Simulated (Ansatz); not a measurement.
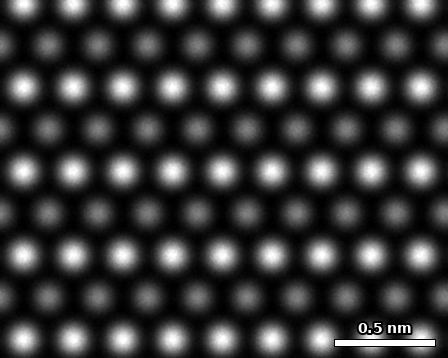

Dark-field STEM-like image of W3C (P4/mmm, No. 123). Simulated incoherent Z contrast: every atom adds Z^1.6 spread by a probe of 1.20 Å full width; channelling and multiple scattering are left out. Shot noise was added. Structure used: the end point of a relaxation with DFT PBE, scalar-relativistic, plane waves, PAW in Ansatz; the starting structure was generated, so it need not be a known form of this composition.

Space group P4/mmm (No. 123). a = 4.247 Å, b = 4.247 Å, c = 3.112 Å, α = 90.00°, β = 90.00°, γ = 90.00°
```json
{"atom": "W", "site": "2e", "symmetry": "mmm.", "x": "0.0000", "y": "0.5000", "z": "0.5000"}
{"atom": "W", "site": "1c", "symmetry": "4/mmm", "x": "0.5000", "y": "0.5000", "z": "0.0000"}
{"atom": "C", "site": "1a", "symmetry": "4/mmm", "x": "0.0000", "y": "0.0000", "z": "0.0000"}
```

### Which beam direction gives this image, [110], [001], [101] or [112]? (Directions equivalent by symmetry count as one.)

[101]. The projected cells are 3.00 × 3.11 Å, 90° for [110]; 4.25 × 4.25 Å, 90° for [001]; 2.51 × 4.25 Å, 90° for [101]; 2.16 × 3.00 Å, 90° for [112], and the image repeats as the [101] one does.
